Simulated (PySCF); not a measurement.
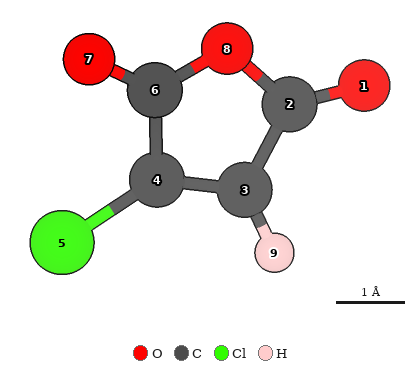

Fig. 1: The structure as given in the input (ball-and-stick view, seen at a tilt; atoms are numbered from 1 in the order of the input). Bond lengths as drawn: C–C 1.33 to 1.56 Å, C–Cl 1.69 Å, C–H 1.07 Å and C–O 1.20 to 1.42 Å.

## NMR shielding calculation of C4HClO3

The run: NMR shielding calculation of C4HClO3 (chloromaleic acid anhydride), SMILES O=C1C=C(Cl)C(=O)O1. Method and program: GIAO B3LYP/pcSseg-1 NMR shielding, non-relativistic, gas phase (PySCF 2.14.0).

The geometry comes from this level: GFN2-xTB, MD frame at 9873 fs, 800 K. Figures and captions count atoms from 1; the log counts them from 0 in places.

The program's output:
```
coarse grid: 9848 points
cycle   1  E = -838.4216970083  dE =  2.024e+00  |g| = 1.286e+00  |ddm| = 3.197e+00
cycle   2  E = -836.7782628364  dE =  1.643e+00  |g| = 3.165e+00  |ddm| = 4.201e+00
cycle   3  E = -838.7042116755  dE = -1.926e+00  |g| = 4.029e-01  |ddm| = 3.404e+00
cycle   4  E = -838.7269163883  dE = -2.270e-02  |g| = 2.130e-01  |ddm| = 4.387e-01
cycle   5  E = -838.7339731479  dE = -7.057e-03  |g| = 5.900e-02  |ddm| = 1.719e-01
cycle   6  E = -838.7346734781  dE = -7.003e-04  |g| = 2.224e-02  |ddm| = 6.544e-02
cycle   7  E = -838.7347623529  dE = -8.887e-05  |g| = 7.902e-03  |ddm| = 2.082e-02
cycle   8  E = -838.7347731696  dE = -1.082e-05  |g| = 2.564e-03  |ddm| = 7.019e-03
cycle   9  E = -838.7347746116  dE = -1.442e-06  |g| = 6.001e-04  |ddm| = 3.156e-03
final grid: 95576 points
cycle  10  E = -838.8222877435  dE = -1.666e-05  |g| = 6.385e-03  |ddm| = 1.608e-02
cycle  11  E = -838.8222619536  dE =  2.579e-05  |g| = 1.322e-02  |ddm| = 1.554e-02
cycle  12  E = -838.8222949428  dE = -3.299e-05  |g| = 1.546e-03  |ddm| = 1.164e-02
cycle  13  E = -838.8222953547  dE = -4.119e-07  |g| = 3.054e-04  |ddm| = 1.187e-03
cycle  14  E = -838.8222953724  dE = -1.775e-08  |g| = 6.075e-05  |ddm| = 3.524e-04
cycle  15  E = -838.8222953730  dE = -5.632e-10  |g| = 3.772e-05  |ddm| = 9.339e-05
cycle  16  E = -838.8222953733  dE = -3.338e-10  |g| = 1.123e-05  |ddm| = 4.332e-05
```

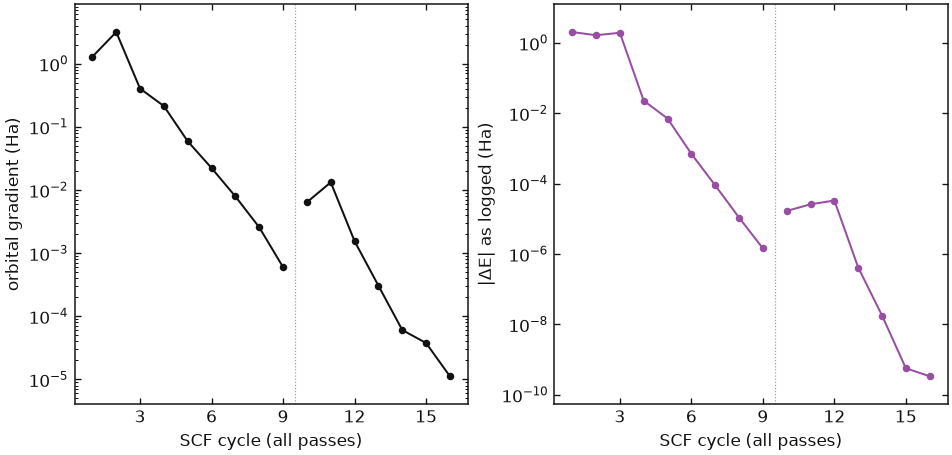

Fig. 2: Convergence of the self-consistent field: orbital gradient and size of the energy change against the SCF cycle. The dotted line marks the change from a coarse to the final integration grid. The first 9 cycles use a coarse grid, the final grid takes over at cycle 10, and the field converges after 16 cycles in all.

```
converged SCF energy = -838.8222953733

GIAO shielding tensors (ppm)
atom      isotropic    diamagn.    paramagn.     s11        s22        s33       span
  0 O     -185.371     382.917    -568.288   -583.874   -248.986    276.748    860.622
  1 C        8.678     241.706    -233.028   -100.552     43.794     82.791    183.343
  2 C       54.864     276.293    -221.430    -65.162     90.622    139.131    204.293
  3 C        7.403     287.288    -279.885   -103.403     29.643     95.970    199.373
  4 Cl     682.617    1145.171    -462.554    448.041    750.774    849.036    400.995
  5 C       14.284     229.629    -215.345    -80.472     55.483     67.839    148.310
  6 O     -144.552     422.997    -567.549   -530.625   -235.783    332.752    863.377
  7 O       42.647     410.912    -368.264    -91.501     24.078    195.365    286.866
  8 H       25.636      31.350      -5.714     22.639     23.791     30.478      7.838
```

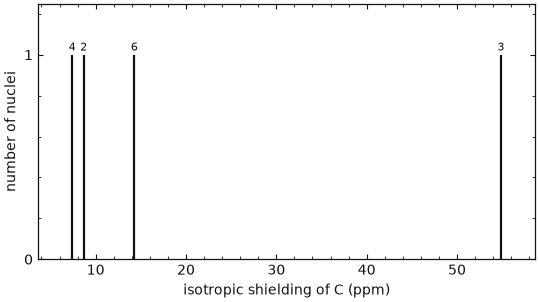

Fig. 3: Isotropic shieldings of the carbon nuclei in this fixed geometry, labelled by atom number; shielding grows to the right, so chemical shift grows to the left. The least shielded is C4 (7.4 ppm), the most shielded C3 (54.9 ppm).

This output came from the following input.

Input:
```
{"job": {"kind": "nmr", "xc": "B3LYP", "basis": "pcSseg-1", "pop": false}, "charge": 0, "multiplicity": 1}
O     -4.809316    -5.588224    -8.954635
C     -5.282766    -5.049107    -7.993735
C     -6.100665    -5.639208    -6.969198
C     -6.689884    -4.688398    -6.254944
Cl    -7.750989    -4.537410    -4.948317
C     -5.755688    -3.468366    -6.515225
O     -5.825537    -2.404214    -5.947817
O     -5.116380    -3.699564    -7.576984
H     -6.288058    -6.685127    -6.824451
```

The first line tells a small driver script what to run in PySCF; the rest is the geometry in Å.

Command:
```bash
OMP_NUM_THREADS=1 python <driver script> task.json out
```

Results in brief:

| quantity | value |
| --- | --- |
| outcome | converged |
| total energy | −838.822295 hartree |
| HOMO | −8.50 eV |
| LUMO | −3.60 eV |
| dipole moment | 3.32 D |
| isotropic shielding, O | −185.4 to 42.6 ppm |
| isotropic shielding, C | 7.4 to 54.9 ppm |
| isotropic shielding, Cl | 682.6 ppm |
| isotropic shielding, H | 25.6 ppm |
| hardware | 1 CPU thread, shared host |
| wall time | 14 s |
| peak memory | 0.72 GiB |
